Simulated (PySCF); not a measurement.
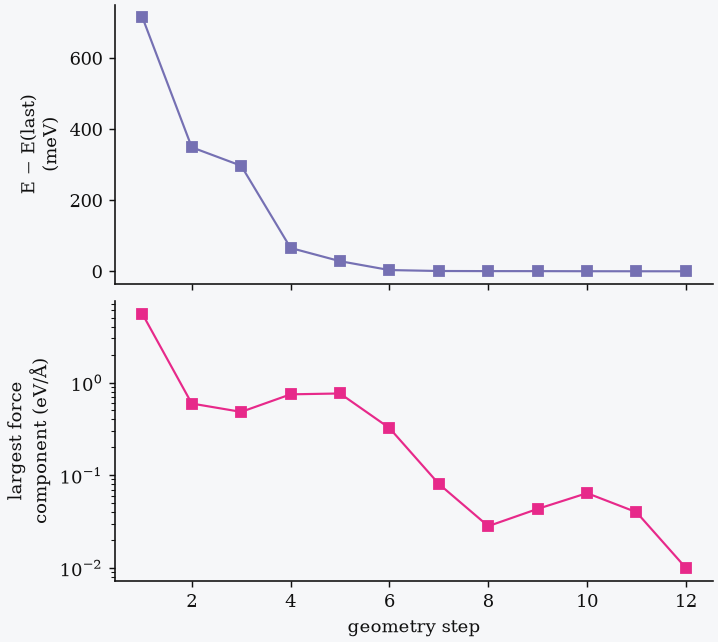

History of a geometry optimisation. The start has point group Cs, which is kept. A held symmetry can leave a saddle point.

The run: PtOI2 molecule, multiplicity 3, by UKS-based PBE, Pt def2-SVP with ECP60, O def2-SVP, I def2-SVP with ECP28; non-relativistic Hamiltonian with scalar-relativistic core potentials; density fitting in PySCF.

### How did the optimisation end?

The optimisation met its thresholds at geometry 12, counting the start as the first. The energy fell by about 710 meV from the first step to the last. The largest force component goes from about 5.5 eV/Å at the start to 0.01 eV/Å at the end.
